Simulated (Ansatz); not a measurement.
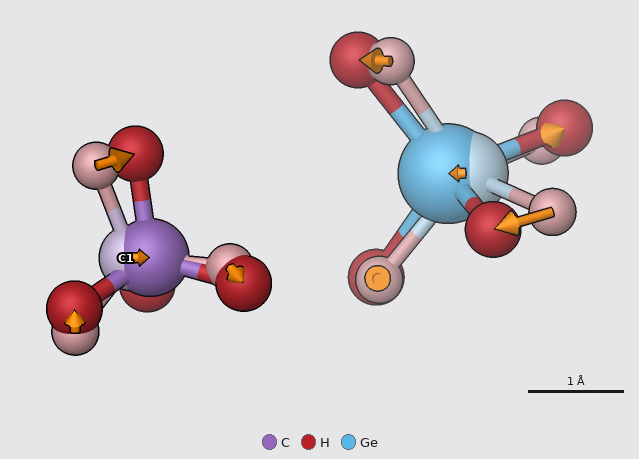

This is a relaxation of CH₈Ge (coarse preliminary run). The starting structure is drawn faded, the final one solid; orange arrows show the displacements, at their true length. The two geometries are superimposed by the best rigid fit.

Style: ball-and-stick. Shown at a tilt.

The calculation used RKS PBE-D4/def2-SVP (Ansatz). Set-up: force threshold 0.03 eV/Å; at most 250 steps.

Atoms of which element are displaced furthest, and by how much?

Hydrogen: up to 0.69 Å, against 0.19 Å for carbon.

Describe the change and its energy.

An H atom moves most after the best rigid fit: 0.69 Å. By element the largest moves are H 0.69 Å, C 0.19 Å, Ge 0.19 Å. Near-neighbour distances that change, for instance: Ge–H 1.484 → 1.548 Å, C–H 1.082 → 1.107 Å. The energy falls by 0.202 eV in 12 geometry steps. The largest force component goes from 1.1 to 0.018 eV/Å. The forces were under the threshold at step 3, but the run went on from there. Cost: 7 s on 4 threads of Intel Xeon Platinum 8488C, on a shared host.

Limits of the set-up: the start holds two separate molecules, 2.9 Å apart at their closest, whose relative position is a soft coordinate.
